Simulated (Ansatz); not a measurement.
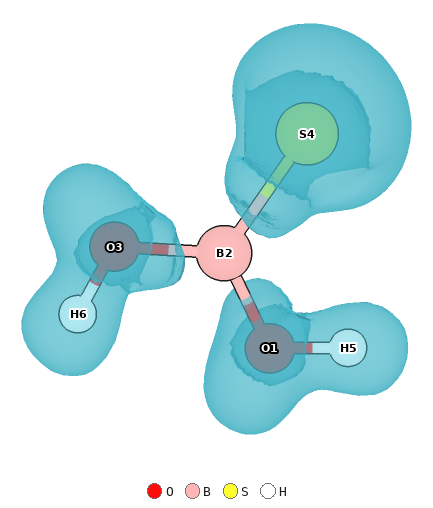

The picture shows: BH2O2S (doublet). Isosurface of the ELF at 0.75 (cyan), seen at a tilt. Only the valence region is drawn (cores and ρ < 0.01 e/Å³ removed).

These are results of UKS PBE/def2-SVPD (Ansatz 0.2.0), not measurements.

```xyz
6

O     0.1665    1.0544   -0.3868
B    -0.1347   -0.2403   -0.0202
O     0.6107   -0.8683    0.9379
S    -1.5212   -1.1525   -0.7924
H    -0.4000    1.4439   -1.0719
H     1.3210   -0.3011    1.2872
```

> What do the ELF domains correspond to?

The surface consists of one region on S in which the atom's valence shell and bonds are merged and two joined regions spread over several atoms (H, O), in which their bonds and any lone pairs are merged. Along the contacts the grid gives the following. B–O (1.37 Å): the ELF peaks at about 0.90 between the atoms (a polar covalent bond). B–S (1.83 Å): the ELF peaks at about 0.95 between the atoms (a shared electron pair).
